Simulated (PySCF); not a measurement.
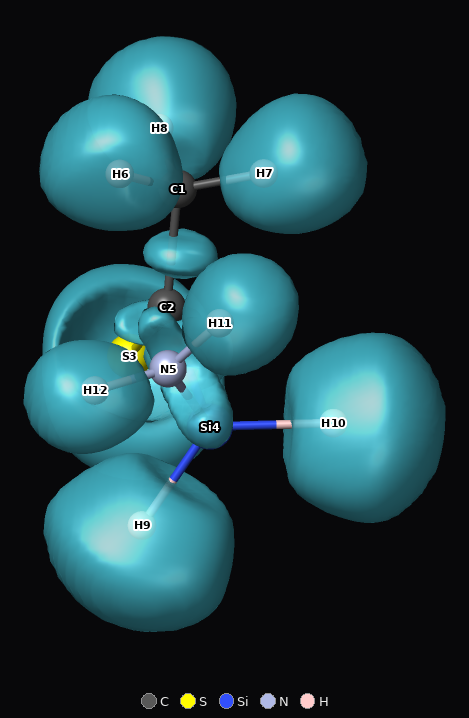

*C2H7NSSi (charge +1, doublet). Isosurface of the electron localisation function at 0.85 (cyan), seen at an oblique angle. Core shells and regions of very low density are left out.*

Geometry: GFN2-xTB.

All numbers below come from UKS B3LYP, pcH-1 on C H N S Si, non-relativistic, mean-field spin-orbit, GIAO (PySCF).

```xyz
12

C    -1.5748    0.4186    0.3921
C    -0.8328   -0.8406    0.3403
S    -1.2879   -2.3074    0.7423
Si    1.0666   -0.6657   -0.4091
N     1.6060    0.8553    0.1167
H    -1.0632    1.1162    1.0577
H    -1.5870    0.8904   -0.5917
H    -2.5976    0.2738    0.7377
H     1.7856   -1.7530    0.2260
H     0.7327   -0.6751   -1.8265
H     1.5369    1.7025   -0.4272
H     2.2168    0.9841    0.9099
```

Identify the bonds, lone pairs and shells in this picture.

The ELF exceeds this value in one region between bonded C–C atoms (shared pairs), one region between bonded C–S atoms (shared pairs), one region between bonded C–Si atoms (shared pairs), one region between bonded N–Si atoms (shared pairs), seven regions around hydrogen nuclei and one ring or bowl of non-bonding electrons around S. Profiles from the grid: C–C (1.46 Å): the ELF peaks at about 0.95 between the atoms (a covalent bond). C–S (1.59 Å): the ELF peaks at about 0.90 between the atoms; a covalent bond.
